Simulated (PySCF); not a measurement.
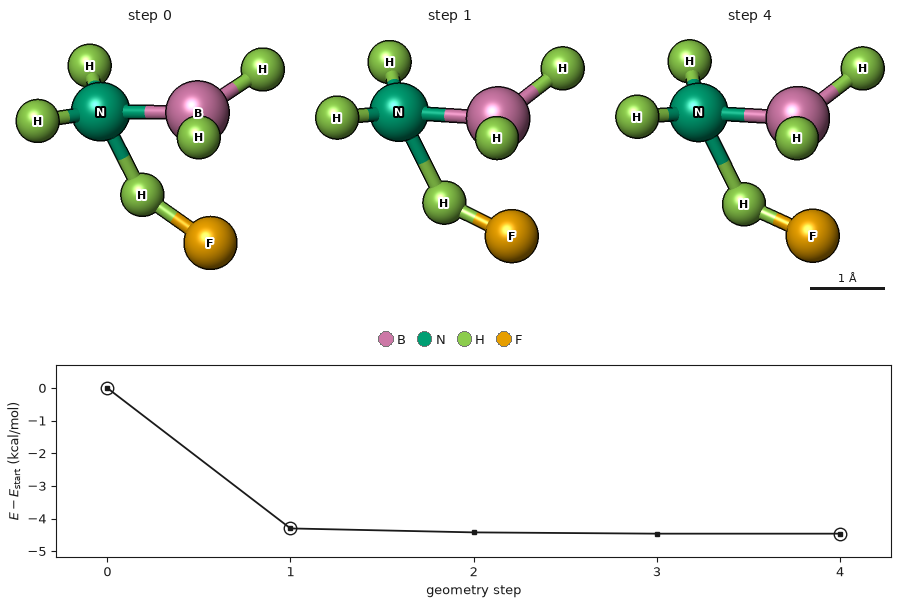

Frames of a relaxation of BNH5F (coarse preliminary run), marked on the history of the run. Style: ball-and-stick. Shown at a tilt.

The reaction that was planned forms B1–F6, N2–H5 and breaks B1–N2, H5–F6 (atoms numbered from 1 in input order).

Computed with PySCF 2.14.0, RKS PBE0-D4/def2-SVP, partitioned rational-function steps on a Bofill-updated Hessian. 

### Describe the path.

After 4 geometry steps the energy has fallen by 4.46 kcal/mol. An H atom moves most after the best rigid fit: 0.14 Å. By element the largest moves are H 0.14 Å, F 0.12 Å, B 0.09 Å, N 0.03 Å. Some distances before and after: B–F 1.994 → 1.790 Å, H–N 1.304 → 1.437 Å, F–H 1.135 → 1.054 Å, B–H 1.167 → 1.207 Å. From step 0 to 1: an H atom moves most (0.12 Å), energy −4.30 kcal/mol. From step 1 to 4: an H atom moves most (0.03 Å), energy −0.16 kcal/mol.
